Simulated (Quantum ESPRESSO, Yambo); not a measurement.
# Quasiparticle gap of PtSe2 (1T monolayer) in Yambo, part 3 of 3

How does a plane-wave GW calculation on PtSe2 (1T monolayer) run from the first input to the gap?

Quantum ESPRESSO 7.5 and Yambo 5.3.0; PBE and many-body steps on it, plane waves. Known limits of the many-body steps: not at the basis limit; no spin polarisation; d states lean on the start; no spin-orbit coupling.

So far. Step 3 (Bands along the symmetry lines): The gap is 1.404 eV, +0.012 eV from the run before at this level. Step 4 (Empty states on the mesh, 6×6×1 mesh, 132 bands): On this mesh the gap is 1.667 eV. The earlier step found 1.392 eV, so this mesh misses an edge.

## 6. Screening and self-energy, 6×6×1 mesh, 132 bands, screening to 108.8 eV

Now the one-shot GW correction: screening in the RPA, then the self-energy of the levels asked for.

This step: G0W0 on PBE, plane waves, norm-conserving pseudopotentials.

Input file gw1.in:

```
HF_and_locXC
gw0
dyson
ppa
em1d
rim_cut
rim_w
RandQpts= 3000000
RandGvec= 100 RL
CUTGeo= "slab z"
RandGvecW= 9 RL
EXXRLvcs= 104 Ry
VXCRLvcs= 416 Ry
Chimod= "HARTREE"
% BndsRnXp
 1 | 132 |
%
NGsBlkXp= 8 Ry
% LongDrXp
 1 | 1 | 0 |
%
% GbndRnge
 1 | 132 |
%
DysSolver= "n"
ExtendOut
PPAPntXp= 27.21138 eV
% QPkrange
 1 | 1 | 32 | 35 |
 2 | 2 | 32 | 35 |
%
```

The run is started by

```sh
> OMP_NUM_THREADS=1 mpirun -n 8 yambo -F gw1.in -J gw1 -C gw1 > gw1.log
```

Log:

```text
 Yambo, version 5.3.0

 [02] CORE Variables Setup
 =========================

  [... cell, symmetries and grids as in the set-up ...]

  [02.05] Energies & Occupations
  ==============================

  [X] === General ===
  [X] Electronic Temperature                        :  0.000000  0.000000 [eV K]
  [X] Bosonic    Temperature                        :  0.000000  0.000000 [eV K]
  [X] Finite Temperature mode                       : no
  [X] El. density                                   :  0.36150E+24 [cm-3]
  [X] Fermi Level                                   :  0.574138 [eV]

  [X] === Gaps and Widths ===
  [X] Conduction Band Min                           :  1.666515 [eV]
  [X] Valence Band Max                              :  0.000000 [eV]
  [X] Filled Bands                                  :   33
  [X] Empty Bands                                   :   34  132
  [X] Direct Gap                                    :  1.736813 [eV]
  [X] Direct Gap localized at k                     :  2
  [X] Indirect Gap                                  :  1.666515 [eV]
  [X] Indirect Gap between kpts                     :  1  2
  [X] Last valence band width                       :  1.332404 [eV]
  [X] 1st conduction band width                     :  1.290394 [eV]

 [03] Transferred momenta grid and indexing
 ==========================================

 IBZ Q-points                                      :   7
 BZ  Q-points                                      :   36

 K/Q-points units:
 rlu = crystal or reduced units; cc = cartesian coordinates; iku = interal k-units

 Q [1]          [rlu]:  0.000000  0.000000  0.000000
 Q [2]          [rlu]: -0.10348E-16  0.16667       0.0000
 Q [3]          [rlu]: -0.20695E-16  0.33333       0.0000
 Q [4]          [rlu]:  0.31043E-16 -0.50000       0.0000
 Q [5]          [rlu]:  0.166667  0.166667  0.000000
 Q [6]          [rlu]:  0.166667  0.333333  0.000000
 Q [7]          [rlu]:  0.333333  0.333333  0.000000

 [04] Coloumb potential Random Integration (RIM)
 ===============================================

 Performing RIM of v_slab

  [04.01] RIM initialization
  ==========================

  * Diagonal components only detected *

  8 x (sBL volume)        :  0.044740 [a.u.]
  sBZ random points       :  3000000
  Points outside the sBZ  :  24000829
  RL volume               :  0.201331 [a.u.]
  Integrated volume       :  0.201324 [a.u.]

  [04.02] RIM integrals
  =====================

  Gamma point sphere radius             :  0.040077 [a.u.]
  Points outside the sphere             :  2398884
  [Int_sBZ(q=0) 1/q^2]*(Vol_sBZ)^(-1/3) =:  7.507882
                                 should be <:  7.795600

  Summary of Coulomb integrals for non-metallic bands |Q|[au] RIM/Bare

  Q [1] 0.100000E-4 0.963092 * Q [2] 0.170684 1.006970
  Q [5] 0.295634 1.027317 * Q [3] 0.341369 1.025175
  Q [6] 0.451588 1.018167 * Q [4] 0.512053 1.014800
  Q [7] 0.591268 1.011481
  Non-periodic chartesian directions : none
  Optical renormalization            :  28.34589 [au]
  Polarizability dimension           : length

 [05] Coloumb potential CutOffslab
 =================================

 Cut directionsZ
 Slab Cutoff:Z
 Symmetry test passed : yes

 [06] Dipoles
 ============

  [06.01] Setup: observables and procedures
  =========================================

  [WARNING] [x,Vnl] slows the Dipoles computation. To neglect it rename the ns.kb_pp file

 [07] Dynamic Dielectric Matrix (PPA)
 ====================================

 [SLK-Inversion]  Pools        :  2
 [SLK-Inversion]  BLACS grid   :  2  2

 [WR./gw1//ndb.pp]---------------------------------------------------------------
  Brillouin Zone Q/K grids (IBZ/BZ)                :    7   36    7   36
  RL vectors                                       :  25969 [WF]
  Coulomb cutoff potential                         : slab z
  Electronic Temperature                           :  0.000000 [K]
  Bosonic    Temperature                           :  0.000000 [K]
  PPA    diel. fun.  energies                      : Perdew, Burke & Ernzerhof(X)+Perdew, Burke & Ernzerhof(C)
  wavefunctions                                    : Perdew, Burke & Ernzerhof(X)+Perdew, Burke & Ernzerhof(C)
  Global Gauge                                     : length
  X matrix size                                    :   475
  X band range                                     :    1  132
  X e/h energy range                               : -1.000000 -1.000000 [eV]
  X Time ordering                                  : R
  X Hxc Kernel                                     : HARTREE
  X Drude frequency                                :  0.000000  0.000000
  X poles                                          :  100.0000 [o/o]
  RL vectors in the sum                            :  25969
  [r,Vnl] included                                 : yes
  Field direction                                  :  0.707107E-5  0.707107E-5   0.00000
  BZ energy Double Grid                            : no
  BZ energy DbGd points                            : 0
  BZ Q point size factor                           : -1.000000
  X Optical Averaged directions                    : none

 [08] Local Exchange-Correlation + Non-Local Fock
 ================================================

 [VXC] Plane waves :  176153
 [EXS] Plane waves :  22101

 QP @ state[ 1 ] K range:  1  2
 QP @ state[ 1 ] b range:   32   35

 [xc] Functional : Perdew, Burke & Ernzerhof(X)+Perdew, Burke & Ernzerhof(C)
 [xc] LIBXC used to calculate xc functional
  PP Number of Atomic Species                      :  2
  NLCC RL compoments                               :  176153
  PP Number of Atomic Species                      :  2
  NLCC RL compoments                               :  176153

 [xc] E_xc :  -62.08776 [Ha]
      E_xc :  -124.1755 [Ry]

  Local XC kind (lXC) : Perdew, Burke & Ernzerhof(X)+Perdew, Burke & Ernzerhof(C)
  Non-Local XC kind (nlXC) : Hartree-Fock

  Corrections @ K [1] :  [eV]
 <32|nlXC|32> = -16.52085 -0.39412E-17 <32|lXC|32> = -14.97092 -0.94408E-16
 <33|nlXC|33> = -16.52084 -0.46991E-17 <33|lXC|33> = -14.97094 -0.18882E-15
 <34|nlXC|34> = -14.17866  0.56812E-17 <34|lXC|34> = -17.79126 -0.37763E-15
 <35|nlXC|35> = -14.17870 -0.24613E-17 <35|lXC|35> = -17.79128  0.37763E-15

  Corrections @ K [2] :  [eV]
 <32|nlXC|32> = -16.65941  0.72172E-17 <32|lXC|32> = -14.65712 -0.94408E-16
 <33|nlXC|33> = -17.76315  0.11132E-16 <33|lXC|33> = -15.82257 -0.86679E-32
 <34|nlXC|34> = -13.42487 -0.67759E-18 <34|lXC|34> = -16.42013 -0.75527E-15
 <35|nlXC|35> = -13.69751  0.19581E-17 <35|lXC|35> = -17.31839  0.56941E-31

 [09] Dyson equation: Newton solver
 ==================================

  [09.01] RIM-W interpolation
  ===========================

  [WARNING] RIM-W works only for 2D semiconductors with slab cutoff
  Found compatible q grid: 2D
  q_min[ 1 ]:  0.16667      0.12132E-11   0.0000     [rlu]
   0.166667  0.083333  0.000000 [iku]
  q_min[ 2 ]:  0.31766E-11  0.16667       0.0000     [rlu]
   0.13444E-10  0.16667       0.0000     [iku]
  G-vectors :   9
  G-vectors loaded:   63
  Number of interpolated frequencies:  2

  Evaluating coefficients q = 0
  Evaluating coefficients q = 0

  [09.02] RIM-W integrals
  =======================

  8 x (sBL volume)        :  0.044740 [a.u.]
  sBZ random points       :  3000000
  Points outside the sBZ  :  24000829
  RL volume               :  0.201331 [a.u.]
  Integrated volume       :  0.201324 [a.u.]

  [09.03] RIM integrals
  =====================

  Comparison between head Wc = W - v averages: < Wc > [au] RIM-W/RIM

   < -Wc [Q = 1] > 0.380652E-1 0.572445E-4 * < -Wc [Q = 2] > 0.005779 0.005604
   < -Wc [Q = 3] > 0.001060 0.001039 * < -Wc [Q = 4] > 0.356097E-3 0.352383E-3
   < -Wc [Q = 5] > 0.001551 0.001516 * < -Wc [Q = 6] > 0.501861E-3 0.495798E-3
   < -Wc [Q = 7] > 0.230930E-3 0.228257E-3

  Comparison between head Wc = W - v averages: < Wc > [au] RIM-W/RIM

   < -Wc [G = 1,G`=0] > 0.380652E-1 0.572445E-4 * < -Wc [G = 2,G`=0] >-0.002075 0.000000
   < -Wc [G = 3,G`=0] >-0.002075 0.000000 * < -Wc [G = 4,G`=0] > 0.728822E-5  0.00000
   < -Wc [G = 5,G`=0] > 0.724877E-5  0.00000 * < -Wc [G = 6,G`=0] > 0.135936E-3  0.00000
   < -Wc [G = 7,G`=0] > 0.135967E-3  0.00000 * < -Wc [G = 8,G`=0] >-0.248729E-4  0.00000
   < -Wc [G = 9,G`=0] >-0.248718E-4  0.00000

 [10] G0W0 (W PPA)
 =================

 [  GW  ] Bands range     :    1  132
 [GW/PPA] G damping       :  0.100000 [eV]

 QP @ state[ 1 ] K range:  1  2
 QP @ state[ 1 ] b range:   32   35

  Sc/G bands                                       :    1  132
  Sc/G damping                                     :  0.100000 ev
  Sc bands terminator                              : no
  Sx RL components                                 :  22101

  QP @ state[ 1 ] K range                          :  1  2
  QP @ state[ 1 ] b range                          :   32   35
  GF energies kind                                 : Perdew, Burke & Ernzerhof(X)+Perdew, Burke & Ernzerhof(C)
  GF WF`s kind                                     : Perdew, Burke & Ernzerhof(X)+Perdew, Burke & Ernzerhof(C)
  Xs energies kind                                 : Perdew, Burke & Ernzerhof(X)+Perdew, Burke & Ernzerhof(C)
  Xs WF`s kind                                     : Perdew, Burke & Ernzerhof(X)+Perdew, Burke & Ernzerhof(C)

 [14] Game Over & Game summary
```

It took 4.3 min on 8 MPI ranks of Arm Neoverse V1, shared host; peak memory 11 GiB; 34 min of CPU time.

Numbers from this step:

```
G0W0 gap on the points computed              : 2.769 eV
starting gap on the mesh                     : 1.667 eV
k of the valence top                         : 0, 0, 0
k of the conduction bottom                   : 0, 0.1667, 0
least direct G0W0 gap on the computed points : 2.786 eV
Z at the valence top                         : 0.7441
Z at the conduction bottom                   : 0.7469
```

The gap on the mesh goes from 1.67 eV to 2.77 eV, a correction of +1.10 eV. The start differs from the 1.39 eV found before because the two sample other k points.

Limits: finite bands, cutoff and mesh; no spin polarisation; d states lean on the start; no spin-orbit coupling. v1 is the top filled band, c1 the lowest empty one. Levels before and after the correction, in eV, zero at the valence-band top of each column:

```tsv
	conduction bottom	valence top
Kohn-Sham	1.67	0.00
G0W0	2.77	0.00
```

```tsv
	level	energy (eV)
Kohn-Sham	Γ v2-v1	0.000
Kohn-Sham	Γ c1-c2	2.957
Kohn-Sham	(0 0.167 0) v2	-0.130
Kohn-Sham	(0 0.167 0) v1	-0.070
Kohn-Sham	(0 0.167 0) c1	1.667
Kohn-Sham	(0 0.167 0) c2	2.650
G0W0	Γ v2-v1	0.000
G0W0	Γ c1-c2	4.260
G0W0	(0 0.167 0) v2	-0.181
G0W0	(0 0.167 0) v1	-0.016
G0W0	(0 0.167 0) c1	2.769
G0W0	(0 0.167 0) c2	3.913
```

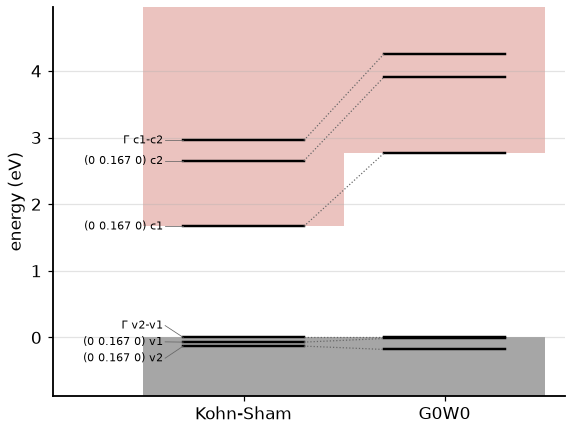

Levels before and after the correction. Shaded: valence and conduction bands.

## 7. Where the time went

Times are wall times on the hardware named with each run, good to a factor of about two.

```tsv
step	time	share	memory (GiB)
ground state	37 s	11 %	1.6
bands along the symmetry lines	18 s	5 %	1.5
empty states on the mesh	31 s	9 %	1.5
conversion and set-up	4 s	1 %	0.27
screening and self-energy	4.3 min	74 %	11
```

## 8. Outcome

```
PBE gap                              : 1.39 eV, indirect
G0W0 gap on the mesh                 : 2.77 eV
G0W0 gap over the zone (rigid shift) : 2.49 eV
GW settings                          : 6×6×1 mesh, 132 bands, screening to 108.8 eV, Godby-Needs plasmon pole
known limits                         : not at the basis limit; no spin polarisation; d states lean on the start; no spin-orbit coupling
```

**Reading.** G0W0 moves the gap on the mesh from 1.67 eV to 2.77 eV (+1.10 eV), with Z of 0.74 and 0.75 at the edges. The mesh misses the band edges by 0.27 eV in all; a rigid shift gives 2.49 eV for the zone. Only 2 of the mesh's irreducible points were corrected, so a valley elsewhere could overtake. The dearest step here is «screening and self-energy». Against experiment, by G0W0@PBE: the gap of 2.49 eV lies +0.59 eV from the measured 1.9 ± 0.05 eV (electronic, 8.5 K, on bilayer graphene on SiC(0001), 2023); the gap of 2.49 eV lies +0.49 eV from the measured 2 ± 0.1 eV (electronic, 77 K, on HOPG, 2021); the gap of 2.49 eV lies +0.54 eV from the measured 1.95 ± 0.05 eV (electronic, on bilayer graphene on SiC(0001), 2023). The computed sheet is free-standing; a substrate or cover screens it further and lowers both gap and binding, while the exciton line moves little. The calculation has static nuclei and no excitons; a measured gap holds zero-point and thermal motion, which mostly lowers it. With atoms this heavy the missing spin-orbit coupling can matter too. Bands and cutoff are finite, so the gap is not at the basis limit. The miss can reach some tenths of an eV and take either sign; the mesh is an error of its own. In the G0W0 run levels were corrected at 2 k points alone, so a gap called «on the mesh» is the least over those, and an edge elsewhere would be missed. A denser mesh or path gives a starting gap of 1.39 eV: the GW mesh misses a band edge, so its gaps are not the fundamental one. The runs have no spin polarisation. For a closed low-spin shell that is the natural state; where a d or f shell is open it is a constraint, and the gap is then not the crystal's own. With d states at the gap, one-shot GW leans hard on its start.

[Paths, hosts, dates, memory and timing lines, banners, echoed tables and standing remarks are left out of the program output.]

[Logs are printed without paths, hosts, clocks, repeated set-up lines and the standing remarks that a program may print on its own settings, such as how far it seeks lower states.]

[Runs of the session that timed out or met a known fault of the program may be left out.]

[Hosts, paths, dates, database ids (printed as entryN), source tags and the programs' standing remarks are cut or masked in the printed files.]
